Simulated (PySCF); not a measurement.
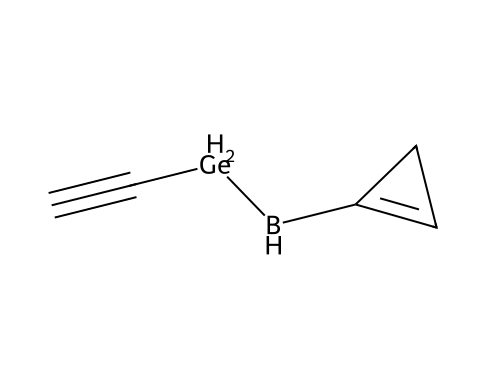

Structural formula above. The computed structure is the end point of a GFN2-xTB optimisation. No frequency run is at hand to confirm it as a minimum.

Describe the 3D structure.

It has 14 atoms: 5 carbon, 7 hydrogen, 1 boron and 1 germanium (C₅H₇BGe). As SMILES it reads `C#[C][GeH2][BH]C1=CC1`. Among its groups: alkene, alkyne, B–H bond. This geometry has C1 symmetry. Coordination, clear cases only: 2 C linear; 1 Ge tetrahedral; 1 B trigonal planar.

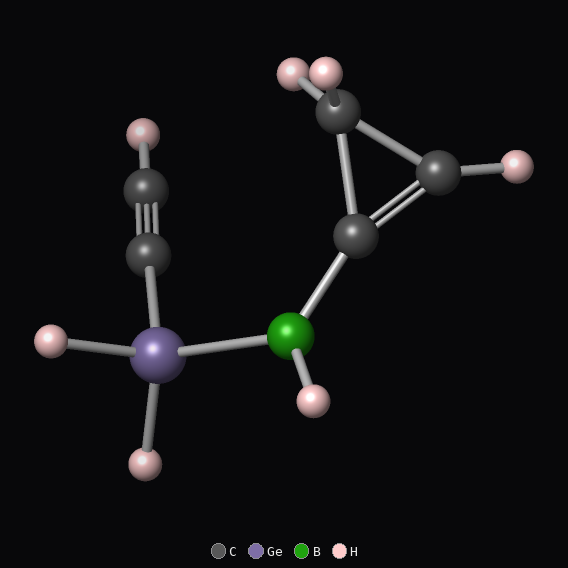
